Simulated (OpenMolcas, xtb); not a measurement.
# InNH3Cl (SMILES [NH2][InH][Cl]): the HOMO–LUMO gap, rung by rung

The species is InNH3Cl (6 atoms), meant as a singlet with charge 0. As SMILES, `[NH2][InH][Cl]`. The coordinates come from a PBE0-D4/def2-TZVP relaxation.

Quantity: the HOMO–LUMO gap, in eV. The values are calculated.

```json
{"level": "GFN1-xTB", "kind": "semi-empirical", "program": "xtb", "value (eV)": "4.68", "CPU time": "under 2 s"}
{"level": "HF/def2-SVPD (core potential)", "kind": "Hartree–Fock", "program": "OpenMolcas", "value (eV)": "11.95", "CPU time": "21 s"}
{"level": "SVWN5/def2-SVPD (core potential)", "kind": "LDA", "program": "OpenMolcas", "value (eV)": "4.19", "CPU time": "38 s"}
{"level": "BLYP/def2-SVPD (core potential)", "kind": "GGA", "program": "OpenMolcas", "value (eV)": "4.15", "CPU time": "47 s"}
{"level": "PBE/def2-SVPD (core potential)", "kind": "GGA", "program": "OpenMolcas", "value (eV)": "4.24", "CPU time": "46 s"}
{"level": "M06-L/def2-SVPD (core potential)", "kind": "meta-GGA", "program": "OpenMolcas", "value (eV)": "4.76", "CPU time": "93 s"}
{"level": "TPSS/def2-SVPD (core potential)", "kind": "meta-GGA", "program": "OpenMolcas", "value (eV)": "4.44", "CPU time": "75 s"}
{"level": "PBE0/def2-SVPD (core potential)", "kind": "global hybrid", "program": "OpenMolcas", "value (eV)": "6.29", "CPU time": "71 s"}
{"level": "B2PLYP/def2-SVPD (core potential)", "kind": "double hybrid", "program": "OpenMolcas", "value (eV)": "8.39", "CPU time": "54 s"}
```

The values span 4.15 to 11.95 eV. Orbital gaps aren't excitation energies, and those of double hybrids come from the SCF part alone; they tend to grow with the share of exact exchange. Times are those of the runs behind each value, whatever else they computed, on shared processors of several kinds: orders of magnitude only.

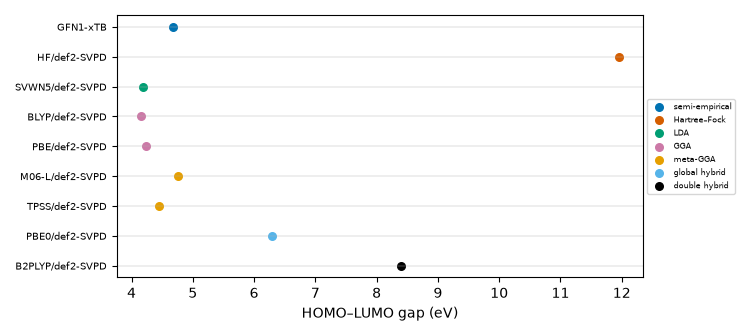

The values of the table, level by level.
